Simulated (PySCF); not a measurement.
# Mo³⁺: interval between two levels with spin-orbit coupling

Wanted: the interval between two levels of molybdenum, up a ladder of methods.

Program: PySCF 2.14.0. Level of theory: two-component X2C-1e, generalised determinants. These are calculated values, not measurements, unless marked.

## 1. What is computed

- Element: molybdenum (Z = 42)
- Basis: x2c-TZVPall-2c (8s9p7d1f, 77 functions)
- Hamiltonian: two-component X2C-1e, Gaussian nucleus, no Breit or QED terms; spin-orbit coupling, run by run: off; screened by Boettger's factors
- Core shells frozen in the correlated runs: [Ar] 3d10 (for Mo³⁺)
- State 1: Mo³⁺ 4d3 4F9/2: [Kr] 4d3; 4d5/2 filled at m_j = +1/2, +3/2, +5/2
- State 2: Mo³⁺ 4d2 5s1 4F9/2: [Kr] 4d2 5s1; 4d5/2 filled at m_j = +3/2, +5/2; 5s1/2 filled at m_j = +1/2
- Methods: GHF, GMP2

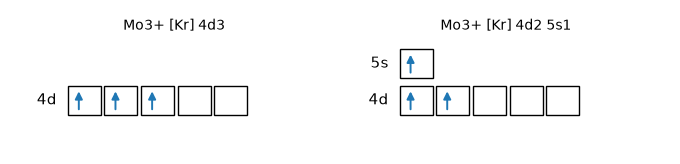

Occupation of the outer shells (arrows by Hund's rule).

All steps ran in one process of a driver on top of PySCF, which takes the settings above as its task.

The driver's launch:

```
$ OMP_NUM_THREADS=1 python sorun2.py TASK.json OUT
```

The integrals over 77 functions and the set-up took 4 s of CPU time.

## 2. Mo³⁺ 4d3 4F9/2

Level: GHF (spin-free).

Output:

```text
cycle= 1 E= -4044.1913291093  delta_E= -4.04e+03  |FDS-SDF|= 0.0239
cycle= 2 E= -4044.2047083464  delta_E= -0.0134  |FDS-SDF|= 0.00731
cycle= 3 E= -4044.2055072928  delta_E= -0.000799  |FDS-SDF|= 0.00283
cycle= 4 E= -4044.2055893789  delta_E= -8.21e-05  |FDS-SDF|= 0.000358
cycle= 5 E= -4044.2055921120  delta_E= -2.73e-06  |FDS-SDF|= 5.77e-05
cycle= 6 E= -4044.2055921787  delta_E= -6.67e-08  |FDS-SDF|= 9.74e-06
cycle= 7 E= -4044.2055921852  delta_E= -6.5e-09  |FDS-SDF|= 3.45e-06
cycle= 8 E= -4044.2055921863  delta_E= -1.19e-09  |FDS-SDF|= 8.31e-07
```

It took 2.2 s on 1 thread of Neoverse-N1, shared host, the integrals not counted.

Occupied spinors (without spin-orbit coupling the j labels only name the start):

| spinor shell | electrons | mean energy (eV) | weight of the nominal j | rms radius (bohr) |
| --- | --- | --- | --- | --- |
| 1s1/2 | 2 | -20140.7 | 1.000 | 0.0404 |
| 2s1/2 | 2 | -2948.8 | 1.000 | 0.166 |
| 2p3/2 | 4 | -2633.3 | 0.833 | 0.148 |
| 2p1/2 | 2 | -2633.1 | 0.667 | 0.148 |
| 3s1/2 | 2 | -561.98 | 1.000 | 0.456 |
| 3p3/2 | 4 | -455.71 | 0.833 | 0.462 |
| 3p1/2 | 2 | -455.72 | 0.667 | 0.462 |
| 3d5/2 | 6 | -282.99 | 0.800 | 0.453 |
| 3d3/2 | 4 | -282.47 | 0.700 | 0.454 |
| 4s1/2 | 2 | -111.64 | 1.000 | 1.17 |
| 4p3/2 | 4 | -80.329 | 0.833 | 1.30 |
| 4p1/2 | 2 | -78.639 | 0.667 | 1.30 |
| 4d5/2 | 3 | -40.306 | 0.800 | 1.72 |

M_J = 9/2, ⟨J²⟩ = 24.757, ⟨L²⟩ = 12.006, ⟨S²⟩ = 3.751.

Level: GMP2 (spin-free).

No log was kept for this step.

It took 0.66 s on 1 thread of Neoverse-N1, shared host, the integrals not counted.

With 11 electrons correlated and 6 very high virtual spinors dropped, the MP2 correlation energy is -0.21684 hartree. Largest pairs: 4d5/2-4p3/2 -0.0516, 4p1/2-4p3/2 -0.0413, 4p3/2-4p3/2 -0.0299, 4d5/2-4p1/2 -0.0293, 4p3/2-4s1/2 -0.0158.

Level: GHF (screened spin-orbit).

Output:

```text
cycle= 1 E= -4044.6607039413  delta_E= -4.04e+03  |FDS-SDF|= 0.0257
cycle= 2 E= -4044.6746325051  delta_E= -0.0139  |FDS-SDF|= 0.00699
cycle= 3 E= -4044.6754729378  delta_E= -0.00084  |FDS-SDF|= 0.00307
cycle= 4 E= -4044.6756106628  delta_E= -0.000138  |FDS-SDF|= 0.00116
cycle= 5 E= -4044.6756871827  delta_E= -7.65e-05  |FDS-SDF|= 0.000998
cycle= 6 E= -4044.6758311481  delta_E= -0.000144  |FDS-SDF|= 0.000732
cycle= 7 E= -4044.6759929855  delta_E= -0.000162  |FDS-SDF|= 9.15e-05
cycle= 8 E= -4044.6759938740  delta_E= -8.88e-07  |FDS-SDF|= 2.02e-05
cycle= 9 E= -4044.6759939039  delta_E= -2.99e-08  |FDS-SDF|= 1.27e-05
cycle= 10 E= -4044.6759939192  delta_E= -1.53e-08  |FDS-SDF|= 9.16e-06
cycle= 11 E= -4044.6759939318  delta_E= -1.25e-08  |FDS-SDF|= 5.76e-06
cycle= 12 E= -4044.6759939384  delta_E= -6.64e-09  |FDS-SDF|= 2.29e-06
cycle= 13 E= -4044.6759939393  delta_E= -8.9e-10  |FDS-SDF|= 3.34e-07
```

It took 3.2 s on 1 thread of Neoverse-N1, shared host, the integrals not counted.

The outer occupied spinors:

| spinor shell | electrons | mean energy (eV) | weight of the nominal j | rms radius (bohr) |
| --- | --- | --- | --- | --- |
| 3p1/2 | 2 | -468.34 | 1.000 | 0.455 |
| 3p3/2 | 4 | -449.83 | 1.000 | 0.465 |
| 3d3/2 | 4 | -284.78 | 0.979 | 0.451 |
| 3d5/2 | 6 | -281.45 | 0.986 | 0.455 |
| 4s1/2 | 2 | -111.65 | 1.000 | 1.17 |
| 4p3/2 | 4 | -78.475 | 0.875 | 1.31 |
| 4p1/2 | 2 | -82.531 | 0.750 | 1.29 |
| 4d5/2 | 3 | -40.259 | 0.754 | 1.72 |

M_J = 9/2, ⟨J²⟩ = 24.756, ⟨L²⟩ = 12.106, ⟨S²⟩ = 3.726. Rows whose weight is well below 1 mix j = l ± 1/2: exchange competes with spin-orbit coupling there.

Level: GMP2 (screened spin-orbit).

The driver printed no log here.

Time after the integrals: 0.44 s (1 thread of Neoverse-N1, shared host).

With 11 electrons correlated and 6 very high virtual spinors dropped, the MP2 correlation energy is -0.21671 hartree. Largest pairs: 4d5/2-4p3/2 -0.0599, 4p1/2-4p3/2 -0.0476, 4p3/2-4p3/2 -0.0349, 4d5/2-4p1/2 -0.0210, 4p3/2-4s1/2 -0.0162.

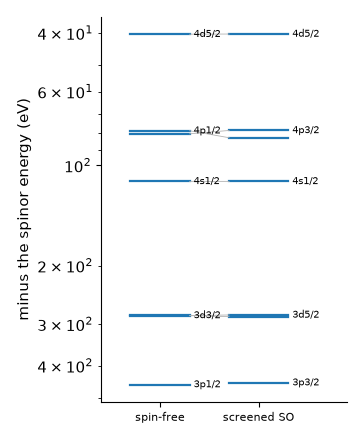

The highest 7 spinor levels of Mo³⁺ 4d3 4F9/2 on a logarithmic scale, without and with spin-orbit coupling.

## 3. Mo³⁺ 4d2 5s1 4F9/2

Level: GHF (spin-free).

Output:

```text
cycle= 1 E= -4043.9050964296  delta_E= -4.04e+03  |FDS-SDF|= 0.0175
cycle= 2 E= -4043.9123712407  delta_E= -0.00727  |FDS-SDF|= 0.00493
cycle= 3 E= -4043.9127754129  delta_E= -0.000404  |FDS-SDF|= 0.00207
cycle= 4 E= -4043.9134845395  delta_E= -0.000709  |FDS-SDF|= 0.00258
cycle= 5 E= -4043.9130199847  delta_E= 0.000465  |FDS-SDF|= 0.00156
cycle= 6 E= -4043.9127542521  delta_E= 0.000266  |FDS-SDF|= 7.93e-05
cycle= 7 E= -4043.9127539098  delta_E= 3.42e-07  |FDS-SDF|= 5.73e-06
cycle= 8 E= -4043.9127539121  delta_E= -2.29e-09  |FDS-SDF|= 3.26e-06
```

It took 2.2 s on 1 thread of Neoverse-N1, shared host, the integrals not counted.

Occupied spinors (without spin-orbit coupling the j labels only name the start):

| spinor shell | electrons | mean energy (eV) | weight of the nominal j | rms radius (bohr) |
| --- | --- | --- | --- | --- |
| 1s1/2 | 2 | -20146.6 | 1.000 | 0.0404 |
| 2s1/2 | 2 | -2955.0 | 1.000 | 0.166 |
| 2p3/2 | 4 | -2639.4 | 0.833 | 0.148 |
| 2p1/2 | 2 | -2639.2 | 0.667 | 0.148 |
| 3s1/2 | 2 | -568.04 | 1.000 | 0.456 |
| 3p3/2 | 4 | -461.77 | 0.834 | 0.462 |
| 3p1/2 | 2 | -461.55 | 0.668 | 0.461 |
| 3d5/2 | 6 | -288.89 | 0.800 | 0.453 |
| 3d3/2 | 4 | -288.39 | 0.700 | 0.453 |
| 4s1/2 | 2 | -116.87 | 1.000 | 1.16 |
| 4p3/2 | 4 | -84.964 | 0.833 | 1.29 |
| 4p1/2 | 2 | -83.084 | 0.667 | 1.28 |
| 4d5/2 | 2 | -44.415 | 0.900 | 1.67 |
| 5s1/2 | 1 | -31.367 | 1.000 | 3.03 |

M_J = 9/2, ⟨J²⟩ = 24.757, ⟨L²⟩ = 12.006, ⟨S²⟩ = 3.751.

Level: GMP2 (spin-free).

No log was kept for this step.

Time after the integrals: 0.44 s (1 thread of Neoverse-N1, shared host).

With 11 electrons correlated and 6 very high virtual spinors dropped, the MP2 correlation energy is -0.22734 hartree. Largest pairs: 4p1/2-4p3/2 -0.0488, 4d5/2-4p3/2 -0.0370, 4p3/2-4p3/2 -0.0369, 4d5/2-4p1/2 -0.0209, 4p1/2-4p1/2 -0.0159.

Level: GHF (screened spin-orbit).

Output:

```text
cycle= 1 E= -4044.3740877788  delta_E= -4.04e+03  |FDS-SDF|= 0.0201
cycle= 2 E= -4044.3819146273  delta_E= -0.00783  |FDS-SDF|= 0.00459
cycle= 3 E= -4044.3823291924  delta_E= -0.000415  |FDS-SDF|= 0.00207
cycle= 4 E= -4044.3830202644  delta_E= -0.000691  |FDS-SDF|= 0.00261
cycle= 5 E= -4044.3827637555  delta_E= 0.000257  |FDS-SDF|= 0.00212
cycle= 6 E= -4044.3823461435  delta_E= 0.000418  |FDS-SDF|= 0.000605
cycle= 7 E= -4044.3823810736  delta_E= -3.49e-05  |FDS-SDF|= 0.000454
cycle= 8 E= -4044.3824355380  delta_E= -5.45e-05  |FDS-SDF|= 0.000334
cycle= 9 E= -4044.3824329922  delta_E= 2.55e-06  |FDS-SDF|= 0.000306
cycle= 10 E= -4044.3824227784  delta_E= 1.02e-05  |FDS-SDF|= 1.95e-05
cycle= 11 E= -4044.3824227800  delta_E= -1.6e-09  |FDS-SDF|= 3.1e-06
```

Time after the integrals: 2.8 s (1 thread of Neoverse-N1, shared host).

The outer occupied spinors:

| spinor shell | electrons | mean energy (eV) | weight of the nominal j | rms radius (bohr) |
| --- | --- | --- | --- | --- |
| 3p3/2 | 4 | -455.83 | 1.000 | 0.465 |
| 3d3/2 | 4 | -290.64 | 0.982 | 0.451 |
| 3d5/2 | 6 | -287.40 | 0.988 | 0.454 |
| 4s1/2 | 2 | -116.89 | 1.000 | 1.16 |
| 4p3/2 | 4 | -83.468 | 0.914 | 1.29 |
| 4p1/2 | 2 | -86.272 | 0.828 | 1.27 |
| 4d5/2 | 2 | -44.332 | 0.879 | 1.67 |
| 5s1/2 | 1 | -31.374 | 1.000 | 3.03 |

M_J = 9/2, ⟨J²⟩ = 24.757, ⟨L²⟩ = 12.034, ⟨S²⟩ = 3.752. Rows whose weight is well below 1 mix j = l ± 1/2: exchange competes with spin-orbit coupling there.

Level: GMP2 (screened spin-orbit).

No log was kept for this step.

It took 0.44 s on 1 thread of Neoverse-N1, shared host, the integrals not counted.

With 11 electrons correlated and 6 very high virtual spinors dropped, the MP2 correlation energy is -0.22711 hartree. Largest pairs: 4p1/2-4p3/2 -0.0537, 4d5/2-4p3/2 -0.0403, 4p3/2-4p3/2 -0.0386, 4d5/2-4p1/2 -0.0176, 4p3/2-4s1/2 -0.0158.

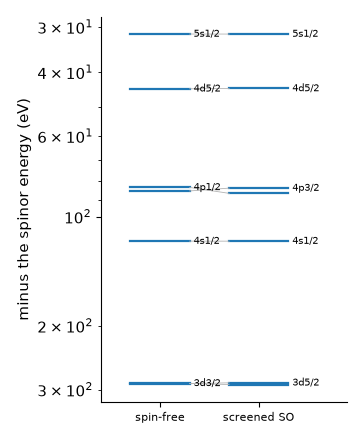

The highest 7 spinor levels of Mo³⁺ 4d2 5s1 4F9/2 on a logarithmic scale, without and with spin-orbit coupling.

## 4. Differences of total energies

Interval between two levels: Mo³⁺ [Kr] 4d3 [4d5/2^3, M_J = 9/2] → Mo³⁺ [Kr] 4d2 5s1 [4d5/2^2 5s1/2^1, M_J = 9/2].

| method | value (eV) | CPU time, both states (s) |
| --- | --- | --- |
| GHF (spin-free) | 7.969 | 4.4 |
| GMP2 (spin-free) | 7.683 | 5.5 |
| GHF (screened spin-orbit) | 7.988 | 6 |
| GMP2 (screened spin-orbit) | 7.706 | 6.8 |

Times are CPU seconds on a shared host without the integrals; correlated rows include their Hartree-Fock run.

## 5. What came out

| quantity | value |
| --- | --- |
| interval between two levels, Mo³⁺ → 4d2 5s1 4F9/2 | GHF (spin-free) 7.969, GMP2 (screened spin-orbit) 7.706 eV |

What this shows: The methods span 0.306 eV, from GMP2 (spin-free) (7.683) to GHF (screened spin-orbit) (7.988). No reference value is at hand in this session. Spin-orbit coupling moves the difference by +0.023 eV at GMP2. The basis is finite, and no extrapolation was made.
